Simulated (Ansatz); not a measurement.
# GaN: pressure series

Consider GaN in the zinc blende structure (space group F-43m, No. 216; a = 4.549 Å).

Cell and atoms are relaxed at each pressure.

Method: PBE (Ansatz, an electronic-structure program), scalar-relativistic without spin-orbit coupling.

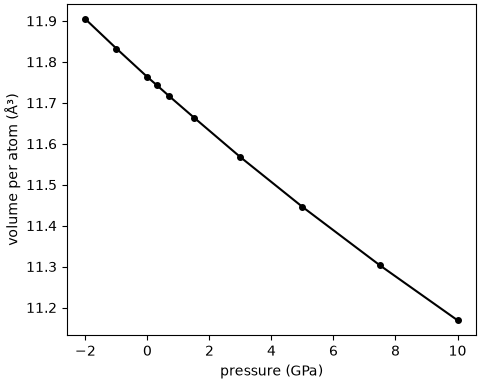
Figure: Volume per atom against pressure

```tsv
pressure (GPa)	volume per atom
-2	11.90 Å³
-1	11.83 Å³
0.3	11.74 Å³
0.7	11.72 Å³
1.5	11.66 Å³
3	11.57 Å³
5	11.45 Å³
7.5	11.30 Å³
10	11.17 Å³
```

Load acts through the strain it causes; cell and atoms are relaxed under it. Stability against distortions was not tested. Tetrahedral semiconductors of this kind turn to denser phases somewhere between about 1 and 50 GPa; those were not computed, so compressed cells here can lie past the real transition. This is not the structure that GaN has at room temperature and ambient pressure.
